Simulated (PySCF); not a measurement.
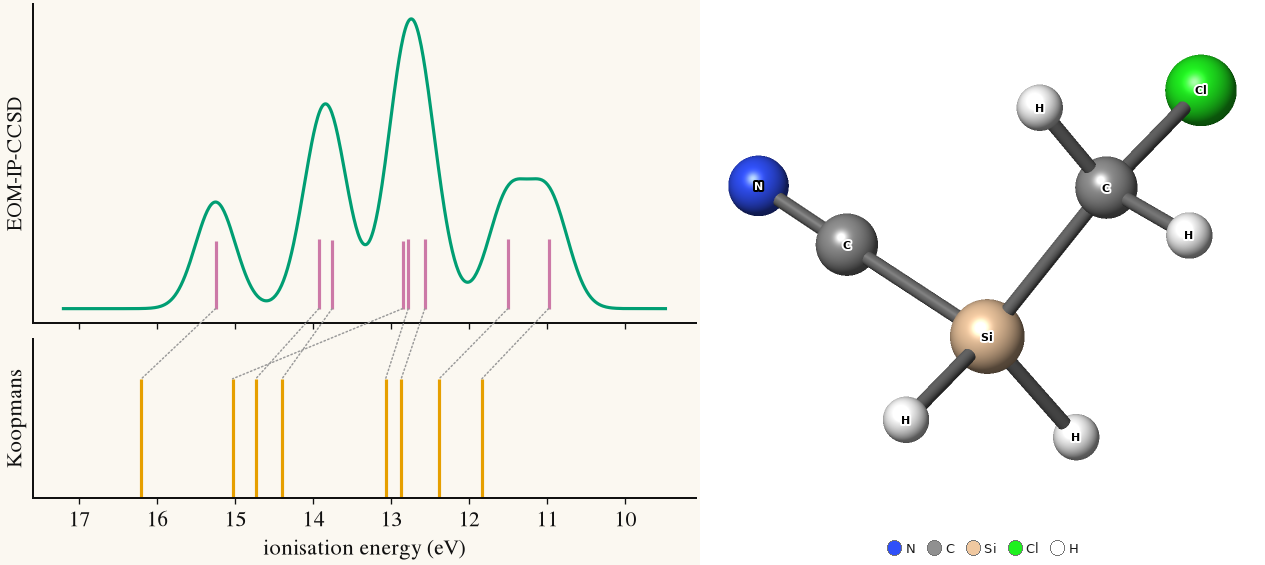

Valence photoelectron lines of C₂H₄ClNSi, SMILES N#C[SiH2]CCl: vertical EOM-IP-CCSD/aug-cc-pVDZ (frozen core, PySCF, at a PBE0-D3(BJ)/def2-SVP geometry (no frequency check); 8 lines, one for each of the 8 highest orbitals, so a line of a deeper orbital can be missing among them) above, Hartree-Fock orbital energies with the sign turned below, non-relativistic; dotted lines join each line to its leading orbital. Stick heights are one-hole weights (summed over degenerate lines), not cross-sections; Gaussian width 0.60 eV.

**What is the first vertical ionisation energy, and how far is Koopmans' value off?**

10.98 eV from the HOMO; Koopmans gives 11.84 eV, 0.85 eV too high.

**List the lines.**

```tsv
hole	EOM-IP-CCSD (eV)	Koopmans (eV)	one-hole weight
HOMO	10.98	11.84	0.96
HOMO-1	11.50	12.38	0.96
HOMO-2	12.57	12.87	0.95
HOMO-3	12.78	13.07	0.95
HOMO-6	12.85	15.03	0.93
HOMO-4	13.76	14.40	0.95
HOMO-5	13.93	14.74	0.95
HOMO-7	15.25	16.20	0.93
```

Caveats: small basis, so the lines can lie some tenths of an eV too low; one conformer of a flexible molecule.
